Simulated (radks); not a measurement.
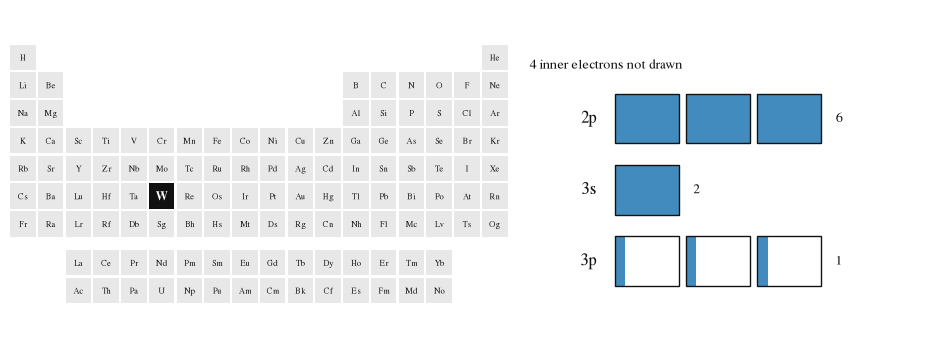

*Left, the place of tungsten in the periodic table; right, the outer shells as the input fills them: a box for each of the 2l + 1 orbitals, shaded by the share of the shell that is filled, with the electron count at the right.*

Atomic calculation for W⁶¹⁺

The tungsten ion W⁶¹⁺ in the configuration [Ne] 3s2 3p1 (high spin). Computed at this level: non-relativistic Kohn-Sham, PBE, spin-polarised, spherical densities, point nucleus (the in-house radial solver radks).

## The input
```
Z 74
configuration [Ne] 3s2 3p1
relativity non-relativistic
functional pbe,pbe
spin polarised
nucleus point
```

Energies in input and log are in hartree, lengths in bohr.

## Log
```
1s      1   1.0000       -2525.21982309
2s      1   1.0000        -557.82804831
2p      1   3.0000        -544.33467073
3s      1   1.0000        -232.80391761
3p      1   1.0000        -227.82683903
1s      2   1.0000       -2525.08595416
2s      2   1.0000        -557.71192734
2p      2   3.0000        -544.18207200
3s      2   1.0000        -232.26413063
3p      2   0.0000        -227.28423979
Etot -11029.507691842997
Ekin 11028.957325001167
Encl -22867.79703826845
Eh 945.2735124335607
Exc -135.94149100927518
err 1.947145806413785e-09
it 13
```

## Orbitals

```
orbital  occupation  energy (eV)  ⟨r⟩ (bohr)  outer maximum (bohr)
  1s up           1     −68714.7     0.02046                0.0136
1s down           1     −68711.1     0.02046                0.0136
  2s up           1     −15179.3     0.08521                0.0734
2s down           1     −15176.1     0.08519                0.0734
  2p up           3     −14812.1     0.07200                0.0570
2p down           3     −14807.9     0.07199                0.0570
  3s up           1      −6334.9      0.1995                 0.191
3s down           1      −6320.2      0.1996                 0.191
  3p up           1      −6199.5      0.1880                 0.178
3p down           0      −6184.7      0.1881                 0.178
```

## Slater integrals of the outer shells (hartree)

| integral | value |
| --- | --- |
| F0(3p,3p) | 4.7780 |
| F2(3p,3p) | 2.4034 |
| F0(3p,3s) | 4.6202 |
| G1(3p,3s) | 2.9173 |
| F0(3p,2p) | 6.2798 |
| F2(3p,2p) | 1.6634 |
| G0(3p,2p) | 0.6483 |
| G2(3p,2p) | 0.7274 |
| F0(3p,2s) | 6.0463 |
| G1(3p,2s) | 0.5344 |
| F0(3s,3s) | 4.4944 |
| F0(3s,2p) | 5.8810 |
| G1(3s,2p) | 0.6243 |
| F0(3s,2s) | 5.7213 |

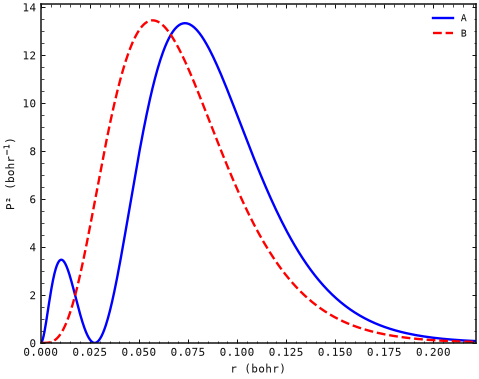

*The radial probability densities P² of 2p up and 2s up.*

A is 2s up; B is 2p up. 2p up: outer maximum at 0.0570 bohr, ⟨r⟩ = 0.0720 bohr, 0 nodes, eigenvalue −14.81 keV; 2s up: outer maximum at 0.0734 bohr, ⟨r⟩ = 0.0852 bohr, 1 node, eigenvalue −15.18 keV.

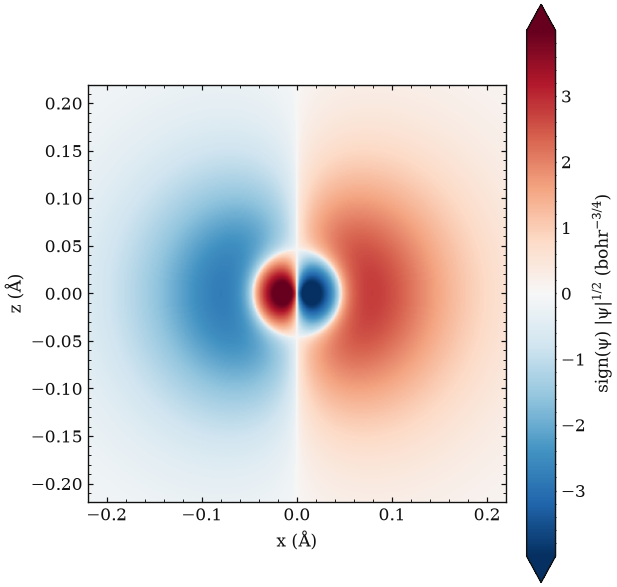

*The 3p(x) orbital of down spin. In the xz plane through the nucleus, the colour gives the signed square root of ψ. (1 bohr = 0.529 Å.) The radial function comes from the spherical calculation and is multiplied by a real spherical harmonic; the overall sign is chosen so that the largest lobe of P(r) is positive.*

It has the nodal plane yz and 1 radial node, at r = 0.0872 bohr. The outermost maximum of P² lies at 0.178 bohr, ⟨r⟩ = 0.188 bohr, 90 % of the charge lies within 0.277 bohr, and the eigenvalue is −6185 eV (the orbital is empty).

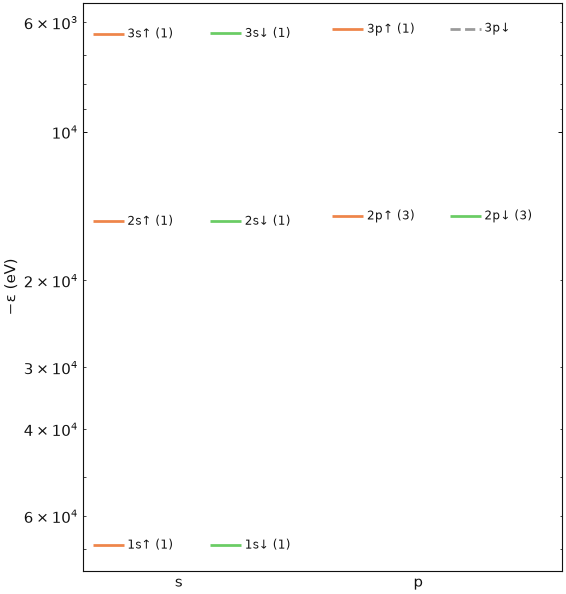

*The occupied levels and a few empty ones, on a logarithmic scale of binding energy, are drawn by angular momentum (occupations in brackets, up spins at the left of each column and down spins at the right, empty levels dashed).*

The highest occupied level is 3p up at −6199 eV. The highest 7 occupied levels, from the top down, are 3p up (−6199 eV), 3s down (−6320 eV), 3s up (−6335 eV), 2p down (−14.81 keV), 2p up (−14.81 keV), 2s down (−15.18 keV), 2s up (−15.18 keV). The lowest empty level drawn is 3p down at −6185 eV. The largest exchange splitting (down less up) among the shells drawn in both spins is that of 3p, 14.8 eV. The semi-empirical ionisation energy (NIST) is 6735 eV; minus the highest level, 6199 eV, lies 8.0 % below it. Relativity, left out here, matters at this nuclear charge.

## Results in brief

- outcome: converged
- total energy: −11029.5077 hartree
- kinetic energy: 11028.9573 hartree
- electron–nucleus energy: −22867.7970 hartree
- Hartree energy: 945.273512 hartree
- exchange–correlation energy: −135.941491 hartree
- radius at density 0.001 e/bohr³: 0.56 bohr
- SCF iterations: 13
- hardware: 1 CPU thread, shared host

## Notes

Relativity is left out, which matters for an atom this heavy.
